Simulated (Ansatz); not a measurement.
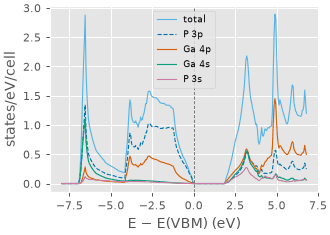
Fig. 1. Total and projected density of states of GaP (zinc blende, space group No. 216), plane-wave PAW r²SCAN (Ansatz code)

Problem. Which orbitals carry the states next to the gap?

Solution. Top 1 eV of the valence band: P 3p 79 %, Ga 4p 18 %. Bottom 1 eV of the conduction band: Ga 4p 32 %, Ga 4s 22 %, P 3p 19 %, P 3s 15 %, outside the projected shells 12 %. Projections are on Löwdin-orthogonalised atomic valence shells; empty p or d shells of many metals are not among them.

Problem. Where is the tallest occupied peak in this window, and what makes it?

Solution. Near -6.5 eV, about 2.9 states/eV per cell; the largest projected share is P 3p.

Space group F-43m (zinc blende). Symmetry was held in the r²SCAN relaxation; phonons on a q-mesh show no instability. Scalar-relativistic: spin–orbit coupling is off unless named, which matters more the heavier the elements.

Potentials: the earlier of the program's two PAW sets.
